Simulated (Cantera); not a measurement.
Feed: 1 mol Si3N4, 0.034 mol N2O, 350 mol H2, equilibrated at 75.0 Torr.

Cantera equilibrium calculation (NASA polynomials, part measured and part estimated; ideal gas, pure solids and liquids). Candidate condensed phases: H2O, Si, SiO2, Si2N2O, Si3N4; 35 gas species. Mutual solubility and eutectic melting of coexisting phases are not modelled. Equilibrium is a limit: real reactors are often held back by kinetics, nucleation or transport.

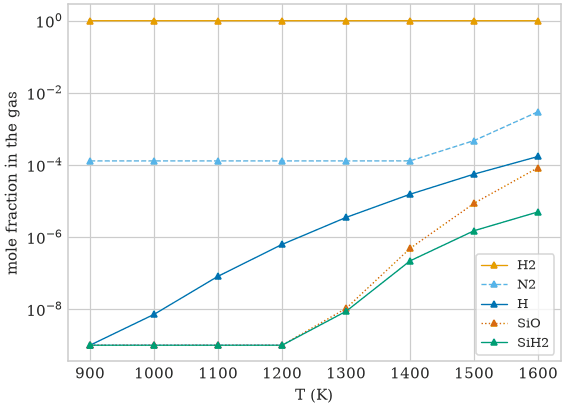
Figure: Equilibrium gas composition (values under 1e-9 drawn at 1e-9)

From 900 K to 1400 K the condensed part is Si2N2O(s) + Si3N4(s). From 1500 K to 1600 K the condensed part is Si(s) + Si2N2O(s) + Si3N4(s).
